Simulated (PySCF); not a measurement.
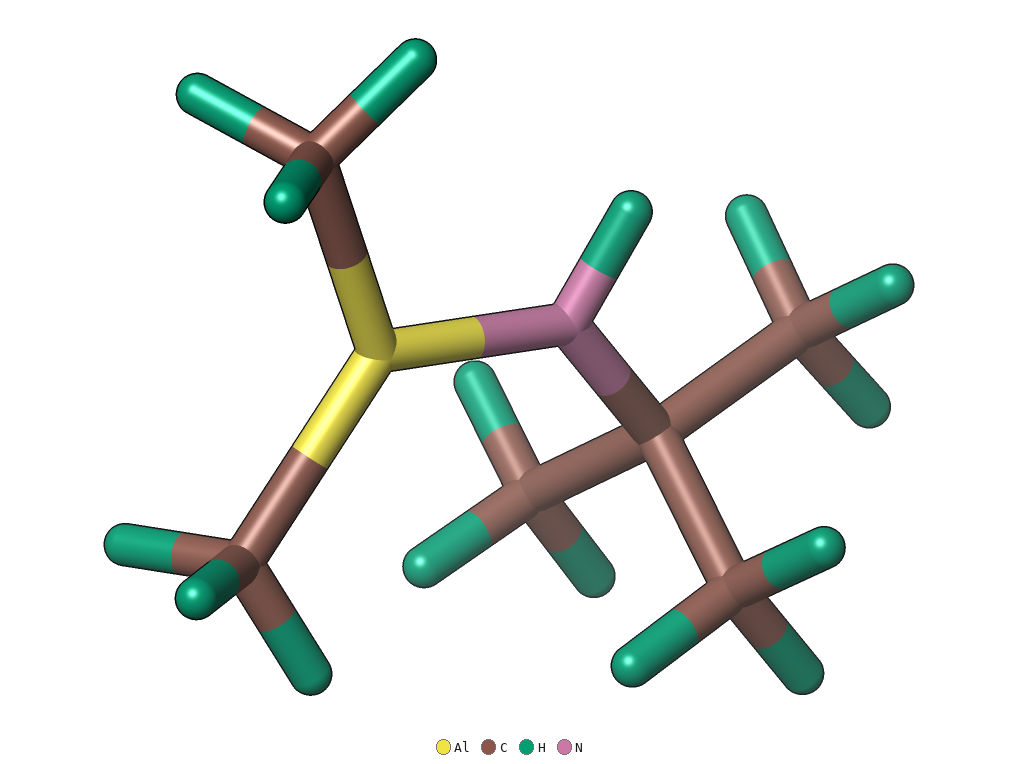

The geometry was computed by an optimisation with PBE0-D3(BJ)/def2-SVP. No frequency run is at hand to confirm it as a minimum.

Draw it as a skeletal formula.

SMILES: [CH3][Al]([CH3])[NH]C(C)(C)C

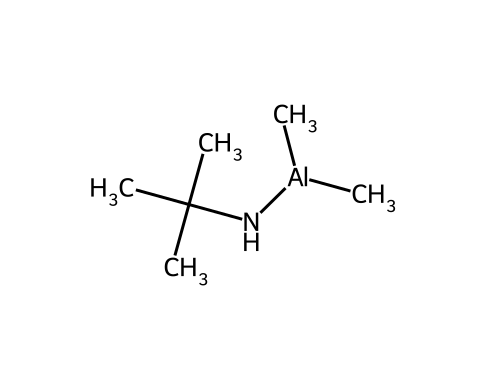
